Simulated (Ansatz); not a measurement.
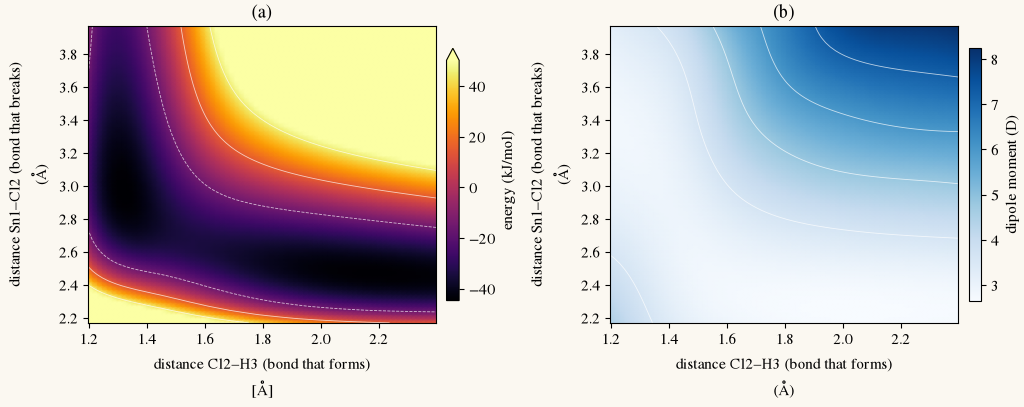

The reacting system Cl3HSn. 
- The first coordinate is: distance Cl2–H3 (bond that forms); the second: distance Sn1–Cl2 (bond that breaks).
- Relaxed at each point: all other coordinates.
- The scan uses an 8 × 8 grid.
- Points are written as (first, second).
- Energies are in kJ/mol, from a guessed transition structure relaxed with its forming and breaking bonds held.
- The reference is spin-restricted, so regions where a bond is pulled apart into radicals lie too high.
- The calculation used RKS PBE0-D4/def2-SVP (Ansatz 0.2.0).

Panel (a) is the energy and panel (b) the computed dipole moment on the same grid.

In the figure: a smooth colour map with a few white contour lines, one colour for all values above the top of the scale. Between grid points the surface is interpolated.

**How does the dipole moment vary over the map, and what is it at the lowest grid point?**

Leaving out the highest fifth of the energies, it runs from 2.69 D at (1.985 Å, 2.327 Å) to 6.00 D at (1.793 Å, 3.654 Å). At the lowest grid point, (1.302 Å, 3.063 Å), it is 2.90 D.
